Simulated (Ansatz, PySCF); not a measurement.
Breaking the Si1–F2 bond in F2Si (SMILES F[Si]F) (multiplicity 1 held, fragments rigid). Energies count from the point at 1.609 Å.
Geometry at that point (charge 0, multiplicity 1):
```xyz
3

Si     0.01301     0.00213     0.57701
F      1.01152    -0.70303    -0.46923
F     -1.03175     0.69972    -0.42835
```

Restricted levels (R-, RO-) in cc, def2 and unpolarised 6-31G sets keep to the state of the molecule at rest. U- levels take the lowest unrestricted solution at each point, which mixes spins at long bonds. Left out are points that failed, MP2 points that dive below the minimum, coupled-cluster points behind a jump of the amplitudes or a sharp parting from full CI or MRCI, small-basis points behind a change of solution, and semi-empirical points at long bonds. Curves can end on different states.

Cores are frozen in the correlated methods. Rows in 3-21G, 6-31G* carry no dispersion term and start afresh at each structure (6-31G* with six Cartesian d functions).

Codes used: Ansatz (Gaussian basis) for Hartree–Fock, density functionals and correlated methods; PySCF for 3-21G rows, 6-31G* rows. 

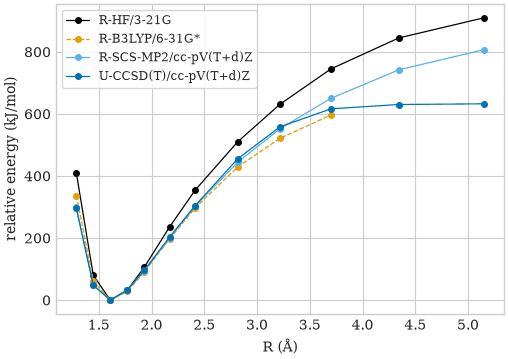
*Relative energy along the coordinate*

Task: Read off the R-HF/3-21G curve at R = 2.816.

Result: about 510 kJ/mol

Doubts at one or more of the structures used: a restricted determinant that unrestricted orbitals would lower (R-HF/3-21G, R-B3LYP/6-31G*, R-SCS-MP2/cc-pV(T+d)Z); a spin-contaminated determinant (U-CCSD(T)/cc-pV(T+d)Z); T1 above 0.05 (U-CCSD(T)/cc-pV(T+d)Z).

Ansatz is a first-principles code.
